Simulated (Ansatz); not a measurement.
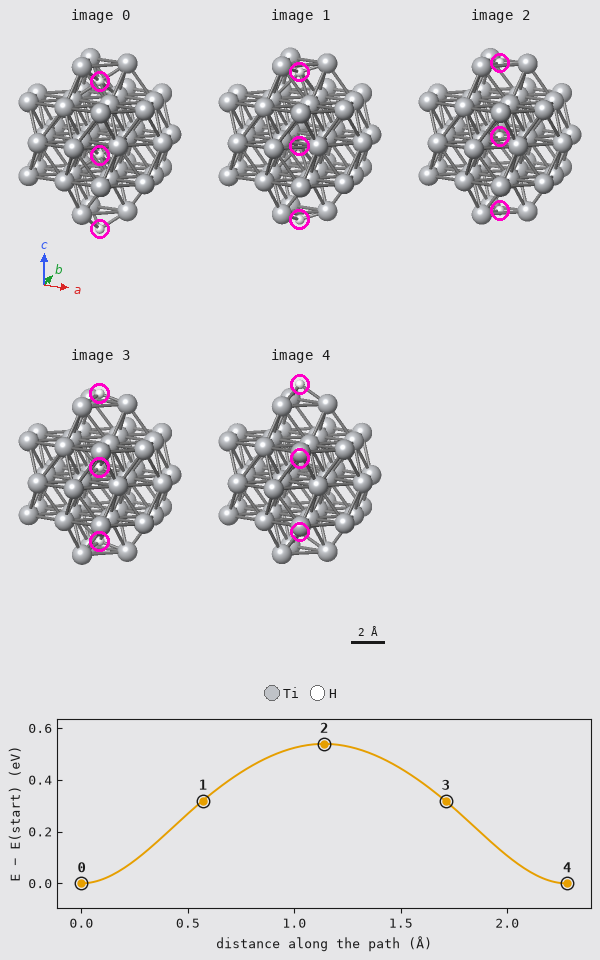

NEB run on Ti with an interstitial H (13 atoms in the cell). Images are numbered from 0 (start) to 4 (end). The picture is a ball-and-stick view of the atoms within 5.4 Å of the middle of the path, seen slightly off an axis. The moving atom is ringed, with any periodic copies. Bonds to atoms that aren't drawn are left out.

The calculation used DFT PBE-D3(BJ), scalar-relativistic, plane waves, PAW in Ansatz 0.2.0.

Input file:
```yaml
crystal:
  lattice:
    - [5.9, 0.0, 0.0]
    - [-4.425, 7.664325, 0.0]
    - [0.0, 0.0, 4.6846]
  atoms:
    - { symbol: Ti, position: [0.00094607, 0.00027067, -0.00461134] }
    - { symbol: Ti, position: [0.16359606, 0.21905876, 0.49949832] }
    - { symbol: Ti, position: [0.00542869, 0.33117085, -0.00123868] }
    - { symbol: Ti, position: [0.17404483, 0.55832007, 0.50424829] }
    - { symbol: Ti, position: [0.00307717, 0.67090819, 0.00453983] }
    - { symbol: Ti, position: [0.16715829, 0.88977394, 0.50319455] }
    - { symbol: Ti, position: [0.49918447, -0.00065056, -0.0031718] }
    - { symbol: Ti, position: [0.66315346, 0.21809805, 0.49550914] }
    - { symbol: Ti, position: [0.49237759, 0.33080879, -0.00437948] }
    - { symbol: Ti, position: [0.6610496, 0.55790503, 0.50073622] }
    - { symbol: Ti, position: [0.50274479, 0.6700575, 0.00020958] }
    - { symbol: Ti, position: [0.6653502, 0.88883717, 0.50453384] }
    - { symbol: H, position: [0.83279438, 0.44472845, 0.24985673] }
basis:
  ecutwfc: 420.0
kpoints:
  mp_grid: { grid: [3, 2, 4] }
hamiltonian:
  xc: pbe
  dispersion: d3bj
scf:
  occupations: { method: gaussian, width: 0.05 }
  lower_state_search: "off"
neb:
  images: 3
  f_tol: 0.05
  initial_path: idpp
  max_iterations: 80
  spring: 1.0
  final_atoms:
    - { symbol: Ti, position: [0.00131446, 0.00034089, 0.00513344] }
    - { symbol: Ti, position: [0.16395845, 0.21912958, 0.50093389] }
    - { symbol: Ti, position: [0.00565856, 0.33127219, 0.00146336] }
    - { symbol: Ti, position: [0.17443743, 0.55841438, 0.49617361] }
    - { symbol: Ti, position: [0.00334565, 0.67088445, -0.00423401] }
    - { symbol: Ti, position: [0.16750258, 0.8898165, 0.49725245] }
    - { symbol: Ti, position: [0.499532, -0.00061167, 0.0036093] }
    - { symbol: Ti, position: [0.66341538, 0.21807932, 0.5047803] }
    - { symbol: Ti, position: [0.49275865, 0.33090544, 0.00478383] }
    - { symbol: Ti, position: [0.66129282, 0.55799784, 0.49951423] }
    - { symbol: Ti, position: [0.503126, 0.67012716, 0.00024668] }
    - { symbol: Ti, position: [0.66571248, 0.88890112, 0.495991] }
    - { symbol: H, position: [0.83376034, 0.44479341, 0.75099785] }
  order_check: true
```

Command:
```bash
ansatz run input.yaml --threads 4 --pin off --max-ram 10240MiB --backend cpu --events-out ev --progress --plain --runs-dir out
```

Q: What happens along the path, and what is the barrier?

A: The barrier is about 0.54 eV in both directions, with image 2 at the top; the ends have the same energy. The H atom travels furthest, 2.35 Å from end to end, along +c, on a straight line. At the highest image its nearest neighbour (Ti) is 1.75 Å away, against 2.08 Å at the start, and the surrounding atoms stand up to 0.05 Å off the mean of their end positions. The band converged in 5 iterations. The largest component of the band force went from 1.8 to 0.041 eV/Å. The climbing image converged on the top of the path. A check of its curvatures didn't confirm a first-order saddle.

Limits of the set-up: the periodic images lie only 4.7 Å apart, so the values are limited by the cell's size.
